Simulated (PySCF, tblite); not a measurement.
# C9H6F6O4S: electronic excitations, NMR shifts

Wanted: electronic excitations, NMR shifts for C9H6F6O4S (`O=S(=O)(Oc1ccccc1)OC(C(F)(F)F)C(F)(F)F`).

Programs: tblite 0.8.0 and PySCF 2.14.0, with routines of our own; each step states its level. All values are computed. Atoms count from 0.

### 1 The starting structure

26 atoms, charge 0, multiplicity 1; geometry from: force field, distance geometry or constructed start.

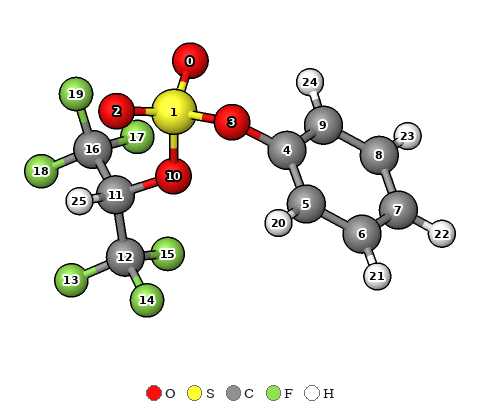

The starting geometry (oxygen red, sulfur yellow, carbon grey, fluorine green, hydrogen white).

### 2 Optimising the geometry with GFN2-xTB

Job settings and geometry (Å):

```
{"job": {"kind": "relax", "xc": "GFN2-xTB", "basis": "xTB"}, "charge": 0, "multiplicity": 1}
O     -0.337400    -1.052600    -2.363400
S     -0.299600     0.316700    -1.890000
O     -0.940100     1.378900    -2.617200
O      1.260700     0.751700    -1.658700
C      1.950800     0.256900    -0.573100
C      2.510900     1.187400     0.295300
C      3.239300     0.750000     1.402000
C      3.416200    -0.615200     1.628000
C      2.873100    -1.546600     0.735400
C      2.141900    -1.108800    -0.371700
O     -0.941800     0.321300    -0.391800
C     -2.357800     0.524200    -0.254600
C     -2.704400     0.571400     1.213000
F     -3.993200     0.892100     1.412500
F     -1.968200     1.532200     1.830400
F     -2.456200    -0.592900     1.847000
C     -3.190500    -0.572100    -0.860400
F     -2.838600    -1.795900    -0.407500
F     -4.507700    -0.403400    -0.611200
F     -3.056000    -0.588800    -2.203900
H      2.386500     2.257200     0.125900
H      3.671800     1.470800     2.093600
H      3.983200    -0.956600     2.495200
H      3.015900    -2.613200     0.900300
H      1.752400    -1.841900    -1.068700
H     -2.624000     1.490700    -0.698500
```

Launch:

```
$ OMP_NUM_THREADS=1 python large_run.py task.json out
```

The driver reads the jobs from task.json and runs them one after another.

What it wrote:

```text
step      E/eV     max force
  0   -1911.80787    1.997
  1   -1912.03796    1.221
  2   -1912.08212    0.897
  3   -1912.11256    0.838
  4   -1912.13839    0.549
  5   -1912.16012    0.264
  6   -1912.16970    0.232
  7   -1912.18334    0.290
  8   -1912.19343    0.231
  9   -1912.20166    0.199
 10   -1912.20857    0.159
 11   -1912.21696    0.261
 12   -1912.22693    0.264
 13   -1912.23660    0.185
 14   -1912.24396    0.182
 15   -1912.24952    0.227
 16   -1912.25398    0.190
 17   -1912.25727    0.134
 18   -1912.25974    0.126
 19   -1912.26202    0.102
 20   -1912.26436    0.114
 21   -1912.26672    0.105
 22   -1912.26902    0.089
 23   -1912.27011    0.071
 24   -1912.27193    0.065
 25   -1912.27241    0.085
 26   -1912.27349    0.119
 27   -1912.27508    0.142
 28   -1912.27600    0.071
 29   -1912.27712    0.102
 30   -1912.27831    0.137
 31   -1912.27945    0.103
 32   -1912.28061    0.070
 33   -1912.28190    0.094
 34   -1912.28326    0.130
 35   -1912.28452    0.113
 36   -1912.28558    0.070
 37   -1912.28655    0.081
 38   -1912.28762    0.082
 39   -1912.28890    0.103
 40   -1912.29046    0.100
 41   -1912.29237    0.117
 42   -1912.29462    0.146
 43   -1912.29714    0.163
 44   -1912.29985    0.150
 45   -1912.30268    0.136
 46   -1912.30520    0.110
 47   -1912.30687    0.091
 48   -1912.30802    0.107
 49   -1912.30926    0.105
 50   -1912.31049    0.106
 51   -1912.31150    0.109
 52   -1912.31235    0.071
 53   -1912.31315    0.094
 54   -1912.31394    0.083
 55   -1912.31495    0.073
 56   -1912.31601    0.070
 57   -1912.31685    0.060
 58   -1912.31747    0.074
 59   -1912.31803    0.067
 60   -1912.31860    0.054
 61   -1912.31893    0.069
 62   -1912.31953    0.096
 63   -1912.31994    0.079
 64   -1912.32059    0.046
 65   -1912.32102    0.059
 66   -1912.32202    0.071
 67   -1912.32313    0.084
 68   -1912.32467    0.104
 69   -1912.32638    0.102
 70   -1912.32669    0.304
 71   -1912.32937    0.090
 72   -1912.33067    0.070
 73   -1912.33469    0.103
 74   -1912.33647    0.102
 75   -1912.34015    0.097
 76   -1912.34165    0.079
 77   -1912.34290    0.071
 78   -1912.34358    0.121
 79   -1912.34512    0.108
 80   -1912.34640    0.083
 81   -1912.34886    0.082
 82   -1912.35035    0.082
 83   -1912.35302    0.067
 84   -1912.35460    0.073
 85   -1912.35588    0.076
 86   -1912.35703    0.078
 87   -1912.35862    0.100
 88   -1912.36043    0.074
 89   -1912.36234    0.107
 90   -1912.36385    0.093
 91   -1912.36567    0.097
 92   -1912.36720    0.064
 93   -1912.36828    0.061
 94   -1912.36898    0.056
 95   -1912.36966    0.071
 96   -1912.37035    0.062
 97   -1912.37095    0.041
 98   -1912.37147    0.049
 99   -1912.37204    0.050
100   -1912.37271    0.077
101   -1912.37340    0.052
102   -1912.37405    0.050
103   -1912.37470    0.056
104   -1912.37547    0.089
105   -1912.37625    0.094
106   -1912.37683    0.046
107   -1912.37720    0.049
108   -1912.37752    0.067
109   -1912.37789    0.078
110   -1912.37831    0.069
111   -1912.37869    0.035
112   -1912.37903    0.038
113   -1912.37941    0.084
114   -1912.37996    0.116
115   -1912.38072    0.118
116   -1912.38159    0.074
117   -1912.38236    0.052
118   -1912.38292    0.052
119   -1912.38335    0.062
120   -1912.38378    0.049
121   -1912.38417    0.032
122   -1912.38442    0.035
123   -1912.38462    0.050
124   -1912.38479    0.032
125   -1912.38508    0.027
126   -1912.38519    0.027
127   -1912.38532    0.020
128   -1912.38540    0.019
```

Run time: 1.9 s. Hardware: 1 thread of Arm Neoverse V2, shared host; peak memory 0.19 GiB.

Relaxation path:

| step | energy from step 0 (eV) | largest force (eV/Å) |
| --- | --- | --- |
| 0 | 0.0000 | 1.9969 |
| 1 | -0.2301 | 1.2210 |
| 2 | -0.2742 | 0.8975 |
| 3 | -0.3047 | 0.8379 |
| 4 | -0.3305 | 0.5494 |
| 5 | -0.3522 | 0.2643 |
| 6 | -0.3618 | 0.2320 |
| 7 | -0.3755 | 0.2895 |
| 8 | -0.3856 | 0.2305 |
| 18 | -0.4519 | 0.1258 |
| 29 | -0.4692 | 0.1020 |
| 39 | -0.4810 | 0.1030 |
| 50 | -0.5026 | 0.1064 |
| 60 | -0.5107 | 0.0544 |
| 71 | -0.5215 | 0.0903 |
| 81 | -0.5410 | 0.0814 |
| 92 | -0.5593 | 0.0633 |
| 102 | -0.5662 | 0.0503 |
| 113 | -0.5715 | 0.0849 |
| 124 | -0.5769 | 0.0321 |
| 125 | -0.5772 | 0.0269 |
| 126 | -0.5773 | 0.0269 |
| 127 | -0.5774 | 0.0200 |
| 128 | -0.5775 | 0.0194 |

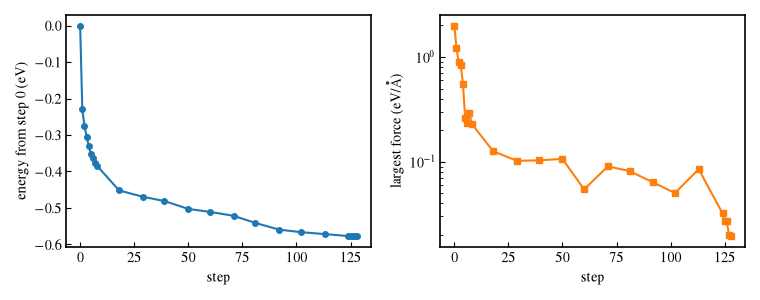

Energy and largest force along the relaxation.

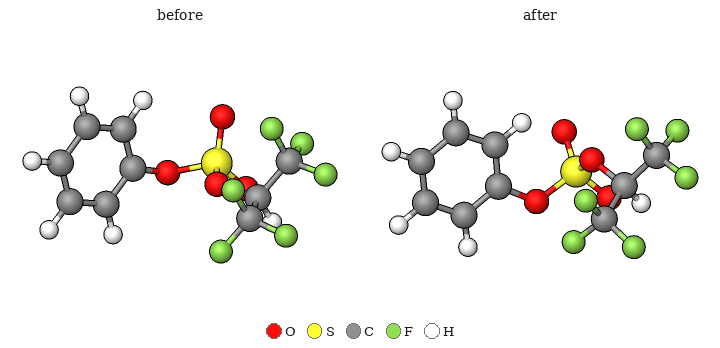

The geometry before (left) and after (right).

Distances of close pairs at the start and the end, largest changes first:

| bond | before (Å) | after (Å) | change (Å) |
| --- | --- | --- | --- |
| S1–O3 | 1.636 | 1.555 | -0.081 |
| O10–C11 | 1.437 | 1.389 | -0.048 |
| O0–S1 | 1.449 | 1.409 | -0.040 |
| C11–C16 | 1.504 | 1.541 | +0.037 |
| C11–C12 | 1.509 | 1.540 | +0.031 |
| C12–F14 | 1.359 | 1.334 | -0.025 |
| C16–F17 | 1.352 | 1.328 | -0.024 |
| S1–O2 | 1.438 | 1.415 | -0.023 |

The end geometry stands in the next job.

### 3 Electronic excitations: TDA wB97X-D/6-31G*

Job settings and geometry (Å):

```
{"job": {"kind": "uv", "basis": "6-31G*", "grid": 1, "kgrid": 0, "vcut": null, "nstates": 8, "ntriplets": 3, "tda": true, "delta": ["ip_vertical", "ea_vertical", "triplet_vertical"], "pop": true, "xc": "wB97X-D"}, "charge": 0, "multiplicity": 1}
O      0.527537    -0.379241    -2.743725
S     -0.185229     0.524472    -1.930697
O     -1.012408     1.524339    -2.493864
O      0.730743     1.232530    -0.892692
C      1.649069     0.530434    -0.111478
C      2.494598     1.296005     0.680803
C      3.417254     0.666031     1.496600
C      3.495697    -0.716566     1.522842
C      2.648910    -1.468482     0.727342
C      1.716698    -0.851655    -0.094972
O     -1.148120    -0.393319    -0.964714
C     -2.370692     0.149289    -0.591502
C     -2.290304     0.694634     0.846461
F     -3.401817     1.346311     1.190674
F     -1.282538     1.561751     0.958447
F     -2.088542    -0.258387     1.752412
C     -3.434792    -0.958253    -0.717584
F     -3.095361    -2.060702    -0.059917
F     -4.620840    -0.563954    -0.250166
F     -3.606663    -1.290632    -1.995339
H      2.411908     2.369723     0.649712
H      4.076265     1.258546     2.112203
H      4.215228    -1.203371     2.163119
H      2.707057    -2.545772     0.741857
H      1.059464    -1.431750    -0.720105
H     -2.625749     0.981587    -1.267751
```

Method: TDA wB97X-D/6-31G*, vertical, gas phase, core orbitals frozen in the response.

What it wrote:

```text
start: PBE on a coarse grid of 24696 points
cycle   1  E = -1642.6271497005  dE =  4.578e+00  |g| = 1.874e+00  |ddm| = 5.900e+00
cycle   2  E = -1640.2515702985  dE =  2.376e+00  |g| = 4.086e+00  |ddm| = 4.700e+00
cycle   3  E = -1643.1663921936  dE = -2.915e+00  |g| = 6.816e-01  |ddm| = 3.715e+00
cycle   4  E = -1643.2507728678  dE = -8.438e-02  |g| = 2.778e-01  |ddm| = 8.610e-01
cycle   5  E = -1643.2642599138  dE = -1.349e-02  |g| = 9.555e-02  |ddm| = 2.809e-01
cycle   6  E = -1643.2661626130  dE = -1.903e-03  |g| = 3.729e-02  |ddm| = 1.183e-01
cycle   7  E = -1643.2665070319  dE = -3.444e-04  |g| = 1.179e-02  |ddm| = 4.616e-02
cycle   8  E = -1643.2665372826  dE = -3.025e-05  |g| = 3.021e-03  |ddm| = 1.240e-02
final grid: 111313 points
cycle   9  E = -1644.2035773617  dE = -1.342e-02  |g| = 1.386e-01  |ddm| = 6.120e-01
cycle  10  E = -1644.2031651940  dE =  4.122e-04  |g| = 1.504e-01  |ddm| = 1.895e-01
cycle  11  E = -1644.2069699614  dE = -3.805e-03  |g| = 1.279e-02  |ddm| = 1.033e-01
cycle  12  E = -1644.2070014268  dE = -3.147e-05  |g| = 7.983e-03  |ddm| = 1.688e-02
cycle  13  E = -1644.2070104197  dE = -8.993e-06  |g| = 1.647e-03  |ddm| = 8.033e-03
cycle  14  E = -1644.2070084282  dE =  1.992e-06  |g| = 2.922e-04  |ddm| = 1.932e-03
cycle  15  E = -1644.2070112102  dE = -2.782e-06  |g| = 1.470e-04  |ddm| = 4.832e-04
cycle  16  E = -1644.2070131306  dE = -1.920e-06  |g| = 4.876e-05  |ddm| = 1.830e-04
converged SCF energy = -1644.2070131306
Vertical ionisation energy (delta-SCF) = 9.3591 eV   <S^2> = 0.766
Vertical lowest triplet (delta-SCF) = 5.0674 eV   <S^2> = 2.008

Static polarisability (au): isotropic 113.324, principal 82.675 112.052 145.246

Singlet excitations
state   eV       nm        f      main configurations
  1   5.6872    218.0   0.00210   H->L 0.56, H-1->L+1 0.42
  2   6.6015    187.8   0.03390   H->L+1 0.60, H-1->L 0.37
  3   7.5834    163.5   0.04310   H->L+2 0.77
  4   7.8950    157.0   1.03319   H-1->L 0.48, H->L+1 0.27
  5   8.0357    154.3   0.75167   H-1->L+1 0.47, H->L 0.34
  6   8.2421    150.4   0.00485   H-4->L 0.39, H-2->L 0.28, H-5->L 0.28
  7   8.2890    149.6   0.00179   H-4->L+1 0.38, H-2->L+1 0.32, H-5->L+1 0.23
  8   8.3318    148.8   0.02586   H-1->L+2 0.74, H-1->L+3 0.10

Triplet excitations (Tamm-Dancoff, eV): 4.2364 4.9045 4.9726
```

Run time: 2.2 min. Hardware: 1 thread of Arm Neoverse V2, shared host; peak memory 0.6 GiB.

The orbitals next to the gap, with their largest atomic shares:

| orbital | eV | atoms |
| --- | --- | --- |
| HOMO−4 | -12.18 | O2 26 %, O0 15 %, C8 6 % |
| HOMO−3 | -11.79 | O0 27 %, O10 25 %, O3 9 % |
| HOMO−2 | -11.62 | O0 32 %, O2 28 %, O10 8 % |
| HOMO−1 | -9.55 | C9 27 %, C6 26 %, C5 23 % |
| HOMO | -9.23 | C7 30 %, C4 25 %, C5 12 % |
| LUMO | 1.32 | C6 25 %, C8 24 %, C9 23 % |
| LUMO+1 | 1.38 | C7 29 %, C4 28 %, C5 10 % |
| LUMO+2 | 2.36 | S1 25 %, O10 19 %, C11 12 % |
| LUMO+3 | 3.50 | S1 26 %, O3 12 %, C4 12 % |

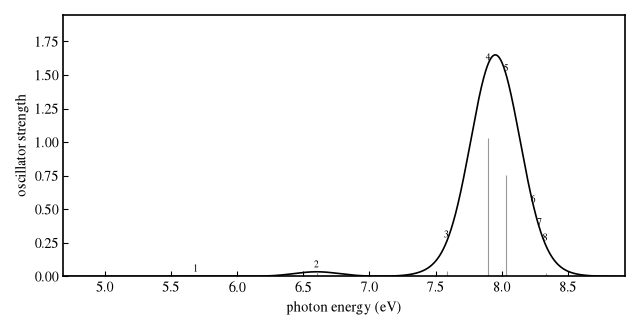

Absorption spectrum from the 8 singlet states computed; above the last one it falls off for lack of states. Lines are broadened to a width of 0.40 eV (Gaussian).

Further results of this job:

| property | computed |
| --- | --- |
| dipole moment (D) | 3.23 |
| polarisability (Å³) | 16.79 |
| HOMO–LUMO gap (eV) | 10.55 |
| −ε(HOMO) (eV) | 9.23 |

### 4 NMR shifts: GIAO OPBE/pcSseg-1

The job, as its differences from that of step 3:

```diff
@@ -1,2 +1,2 @@
-{"job": {"kind": "uv", "basis": "6-31G*", "grid": 1, "kgrid": 0, "vcut": null, "nstates": 8, "ntriplets": 3, "tda": true, "delta": ["ip_vertical", "ea_vertical", "triplet_vertical"], "pop": true, "xc": "wB97X-D"}, "charge": 0, "multiplicity": 1}
+{"job": {"kind": "nmr", "basis": "pcSseg-1", "pop": false, "xc": "OPBE"}, "charge": 0, "multiplicity": 1}
 O      0.527537    -0.379241    -2.743725
```

With the program's defaults for keys left out, this is: GIAO OPBE/pcSseg-1 NMR shielding, non-relativistic, gas phase.

What it wrote:

```text
start: PBE on a coarse grid of 24696 points
cycle   1  E = -1642.2051284648  dE =  4.560e+00  |g| = 1.900e+00  |ddm| = 5.403e+00
cycle   2  E = -1639.8480507642  dE =  2.357e+00  |g| = 4.146e+00  |ddm| = 4.324e+00
cycle   3  E = -1642.7139147179  dE = -2.866e+00  |g| = 7.162e-01  |ddm| = 3.513e+00
cycle   4  E = -1642.8030141094  dE = -8.910e-02  |g| = 2.905e-01  |ddm| = 8.442e-01
cycle   5  E = -1642.8166868021  dE = -1.367e-02  |g| = 9.935e-02  |ddm| = 2.569e-01
cycle   6  E = -1642.8186777324  dE = -1.991e-03  |g| = 3.820e-02  |ddm| = 1.103e-01
cycle   7  E = -1642.8190189607  dE = -3.412e-04  |g| = 1.403e-02  |ddm| = 4.501e-02
cycle   8  E = -1642.8190587967  dE = -3.984e-05  |g| = 3.484e-03  |ddm| = 1.344e-02
final grid: 235978 points
cycle   9  E = -1643.8626480460  dE = -2.540e-02  |g| = 9.562e-02  |ddm| = 6.049e-01
cycle  10  E = -1643.8602723790  dE =  2.376e-03  |g| = 1.531e-01  |ddm| = 1.957e-01
cycle  11  E = -1643.8639855905  dE = -3.713e-03  |g| = 2.883e-02  |ddm| = 1.199e-01
cycle  12  E = -1643.8641077592  dE = -1.222e-04  |g| = 1.221e-02  |ddm| = 2.980e-02
cycle  13  E = -1643.8641331516  dE = -2.539e-05  |g| = 4.371e-03  |ddm| = 1.349e-02
cycle  14  E = -1643.8641379372  dE = -4.786e-06  |g| = 1.235e-03  |ddm| = 4.897e-03
cycle  15  E = -1643.8641387877  dE = -8.506e-07  |g| = 3.943e-04  |ddm| = 1.562e-03
cycle  16  E = -1643.8641392762  dE = -4.885e-07  |g| = 1.427e-04  |ddm| = 4.516e-04
cycle  17  E = -1643.8641378933  dE =  1.383e-06  |g| = 4.678e-05  |ddm| = 1.634e-04
converged SCF energy = -1643.8641378933

GIAO shielding tensors (ppm)
atom      isotropic    diamagn.    paramagn.     s11        s22        s33       span
  0 O      108.639     398.789    -290.150     67.090    118.838    139.989     72.899
  1 S      241.501    1057.015    -815.514     92.602    171.660    460.241    367.639
  2 O      123.793     397.885    -274.092     74.448    142.066    154.865     80.417
  3 O       93.326     406.027    -312.701     16.798    100.223    162.958    146.159
  4 C       38.719     255.274    -216.555    -41.595     53.209    104.542    146.137
  5 C       72.429     251.428    -179.000     -7.724     54.122    170.888    178.612
  6 C       60.037     251.554    -191.517    -38.929     43.724    175.316    214.245
  7 C       63.844     252.061    -188.218    -35.915     46.971    180.475    216.390
  8 C       60.110     251.459    -191.349    -38.871     43.565    175.637    214.508
  9 C       70.861     259.938    -189.077     -7.811     45.361    175.034    182.844
 10 O      142.900     411.525    -268.625     26.168    124.903    277.628    251.460
 11 C      112.699     248.798    -136.099     96.405    109.420    132.271     35.866
 12 C       59.088     243.678    -184.590     49.356     62.271     65.636     16.280
 13 F      245.195     466.890    -221.695    171.278    245.130    319.178    147.900
 14 F      246.312     481.575    -235.264    175.472    238.902    324.562    149.091
 15 F      255.639     476.847    -221.208    184.498    258.009    324.410    139.912
 16 C       59.298     246.922    -187.625     50.169     62.046     65.677     15.508
 17 F      253.391     476.678    -223.287    184.281    253.921    321.971    137.690
 18 F      247.270     466.187    -218.917    176.877    244.126    320.806    143.929
 19 F      245.589     469.270    -223.681    173.711    233.808    329.249    155.538
 20 H       24.408      32.174      -7.766     20.441     23.744     29.040      8.599
 21 H       23.889      29.102      -5.213     20.410     24.661     26.594      6.184
 22 H       24.102      29.150      -5.047     20.873     25.111     26.322      5.449
 23 H       23.900      31.698      -7.798     20.321     23.909     27.471      7.150
 24 H       23.519      37.310     -13.791     18.805     21.365     30.388     11.583
 25 H       26.027      31.294      -5.267     23.179     25.813     29.090      5.911
```

Run time: 29 s. Hardware: 1 thread of Arm Neoverse V2, shared host; peak memory 0.57 GiB.

Shifts follow as δ = σ(reference) − σ, with reference shieldings (ppm) from runs at the same level and on the same kind of geometry: $^{1}$H TMS 31.67, $^{13}$C TMS 187.5, $^{19}$F CFCl3 149.1, $^{17}$O H2O 333.6. The references are single molecules in the gas phase, so shifts against H2O, NH3, PH3, H3PO4 or CFCl3 are not on the usual liquid scales and can be off by tens of ppm. Atoms listed in one row are averaged.

| atoms | environment | σ (ppm) | δ (ppm) |
| --- | --- | --- | --- |
| C4 | aromatic carbon bearing oxygen | 38.7 | 148.8 |
| C12, C16 | CF3 carbon | 59.2 | 128.3 |
| C6, C8 | aromatic CH | 60.1 | 127.4 |
| C7 | aromatic CH | 63.8 | 123.7 |
| C5, C9 | aromatic CH | 71.6 | 115.9 |
| C11 | sp3 CH bonded to O | 112.7 | 74.8 |
| H21, H23 | hydrogen on an aromatic CH | 23.89 | 7.78 |
| H20, H24 | hydrogen on an aromatic CH | 23.96 | 7.71 |
| H22 | hydrogen on an aromatic CH | 24.10 | 7.57 |
| H25 | hydrogen on an sp3 CH bonded to O | 26.03 | 5.64 |
| O3 | oxygen bonded to C, S | 93.3 | 240.3 |
| O0, O2 | S=O oxygen | 116.2 | 217.4 |
| O10 | oxygen bonded to C, S | 142.9 | 190.7 |
| S1 | sulfonyl sulfur | 242 | – |
| F13, F14, F15, F17, F18, F19 | fluorine of a CF3 group | 248.9 | -99.8 |

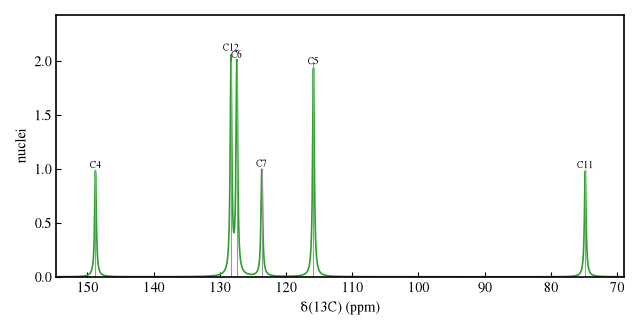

$^{13}$C lines at the computed shifts, without couplings. Lines are broadened to a width of 0.30 ppm (Lorentzian).

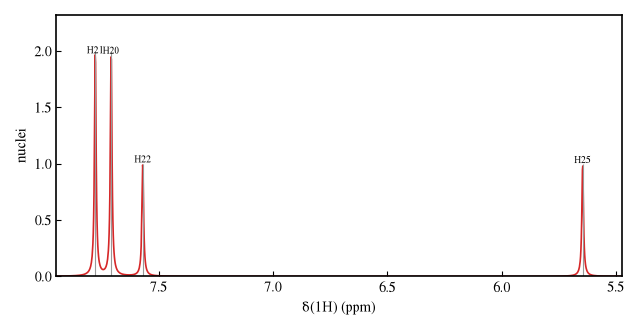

$^{1}$H lines at the computed shifts, without couplings. Lines are broadened to a width of 0.01 ppm (Lorentzian).

Ring of atoms C4, C5, C6, C7, C8, C9: NICS(0) -10.0, NICS(1) -11.1, NICS(1)zz -27.7 ppm (means of both faces).

### 5 What came out

| quantity | value |
| --- | --- |
| lowest singlet (wB97X-D/6-31G*) | 5.69 eV (218 nm), f = 0.002 |
| brightest single state of those computed | state 4, 7.89 eV, f = 1.033 |
| lowest triplet | 4.24 eV |
| $^{13}$C shifts against TMS (OPBE/pcSseg-1, means over atoms taken as alike) | 148.8, 128.3, 127.4, 123.7, 115.9, 74.8 ppm |
| $^{1}$H shifts against TMS (OPBE/pcSseg-1, means over atoms taken as alike) | 7.78, 7.71, 7.57, 5.64 ppm |
| $^{17}$O shifts against H2O (OPBE/pcSseg-1, means over atoms taken as alike) | 240.3, 217.4, 190.7 ppm |
| $^{19}$F shifts against CFCl3 (OPBE/pcSseg-1, means over atoms taken as alike) | -99.8 ppm |
| shieldings of S (OPBE/pcSseg-1) | S1 241.5 ppm |

What this shows: The lowest singlet, at 5.69 eV, is HOMO→LUMO 0.56, HOMO−1→LUMO+1 0.42 and is weak; of the 8 states computed, the strongest absorption comes from state 4 at 7.89 eV. The lowest triplet lies 1.45 eV below the lowest singlet. The basis of wB97X-D/6-31G* has no diffuse functions, so Rydberg states are missing and the high states are unreliable. At OPBE/pcSseg-1: The widest tensor belongs to S1: span 368 ppm, with a paramagnetic part of -816 ppm. NICS(1)zz of -28 ppm above the planar ring from C4 marks a diatropic (aromatic) ring current.
